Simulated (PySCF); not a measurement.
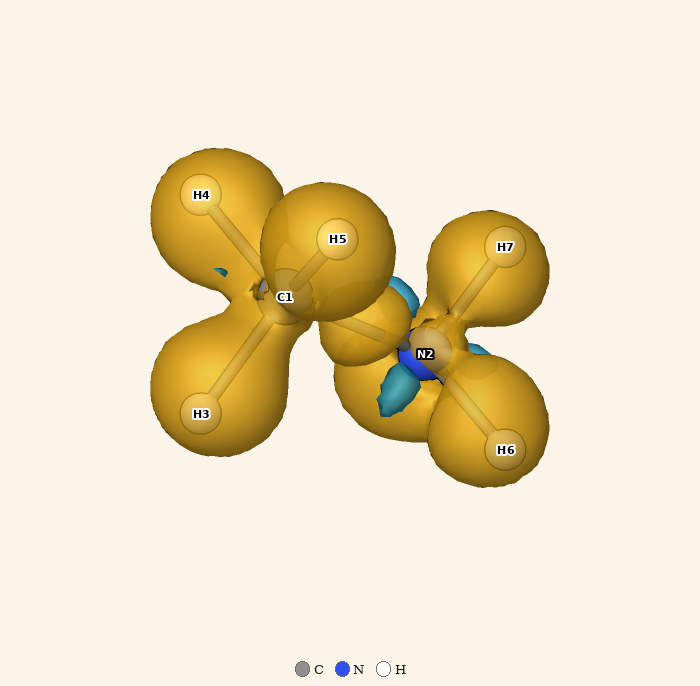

CH₅N, SMILES `CN`. Deformation density (molecule less spherical, spin-averaged free atoms at the same positions), surfaces at ±0.15 e/Å³; yellow: gain, teal: loss.

Computed with PySCF, ωB97X/cc-pVDZ, geometry: GFN2-xTB. No frequency check shows the geometry to be a minimum.

Coordinates in Å:

```
C1       0.7030    0.0000   -0.0159
N2      -0.7431   -0.0001    0.1206
H3       1.0986   -0.8841    0.4833
H4       1.0989    0.8832    0.4840
H5       1.0620    0.0005   -1.0554
H6      -1.1379   -0.8184   -0.3310
H7      -1.1376    0.8190   -0.3303
```

Question: Describe the bonding that the map shows.

Answer: N2–H6 and N2–H7: +0.83 e/Å³ at the bond critical point (bond length 1.01 Å, Mayer order 1.0). C1–H4 and C1–H3: +0.70 e/Å³ at the bond critical point (bond length 1.09 Å, Mayer order 1.0). C1–H5: +0.67 e/Å³ at the bond critical point (bond length 1.10 Å, Mayer order 1.0). C1–N2: +0.32 e/Å³ at the bond critical point (bond length 1.45 Å, Mayer order 1.1). In all, 1.5 electrons gather in the regions of gain relative to the promolecule.

Question: Where do the Hirshfeld charges lie?

Answer: The highest Hirshfeld charge is on H6 and H7 (+0.11 e), the lowest on N2 (−0.24 e).

```tsv
atom	charge (e)
C1	−0.07
N2	−0.24
H3	+0.04
H4	+0.04
H5	+0.02
H6	+0.11
H7	+0.11
```

The PySCF run took 3.1 s on 1 thread of Intel(R) Xeon(R) 6975P-C (Granite Rapids) (shared host), peak memory 0.26 GiB.
